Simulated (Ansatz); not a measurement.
The figure comes from a scan of ZnS (wurtzite): one Zn atom of a 4-atom cell moves by s along Cartesian x, with its periodic images. The numbers are results of r2SCAN (plane waves to 500 eV, PAW, scalar-relativistic; Ansatz, a first-principles code), not measurements. k mesh 8×8×5 (Γ-centred), Fermi-Dirac smearing 0.05 eV. Energies are smeared free energies. ZnS was relaxed with its symmetry unable to fall. ΔE is measured from the undisplaced structure.

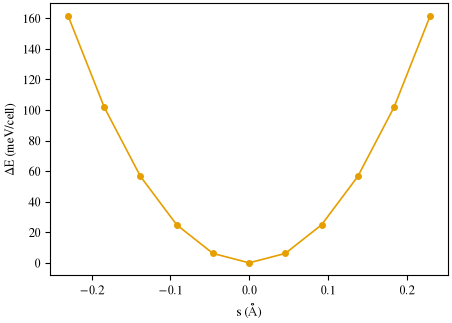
Figure. ΔE (meV/cell) against s (Å); computed points joined by lines.

**Question.** Turn the plot into a table (rounded to what can be read).

**Answer.** To the nearest 5:

```json
[
 {"s (Å)": "-0.230", "ΔE (meV/cell)": "160"},
 {"s (Å)": "-0.184", "ΔE (meV/cell)": "100"},
 {"s (Å)": "-0.138", "ΔE (meV/cell)": "55"},
 {"s (Å)": "-0.092", "ΔE (meV/cell)": "25"},
 {"s (Å)": "-0.046", "ΔE (meV/cell)": "5"},
 {"s (Å)": "0.000", "ΔE (meV/cell)": "0"},
 {"s (Å)": "0.046", "ΔE (meV/cell)": "5"},
 {"s (Å)": "0.092", "ΔE (meV/cell)": "25"},
 {"s (Å)": "0.138", "ΔE (meV/cell)": "55"},
 {"s (Å)": "0.184", "ΔE (meV/cell)": "100"},
 {"s (Å)": "0.230", "ΔE (meV/cell)": "160"}
]
```

(For displaced atoms, the force is minus the slope of the energy, and its curvature is a force constant, which sets phonon frequencies.)
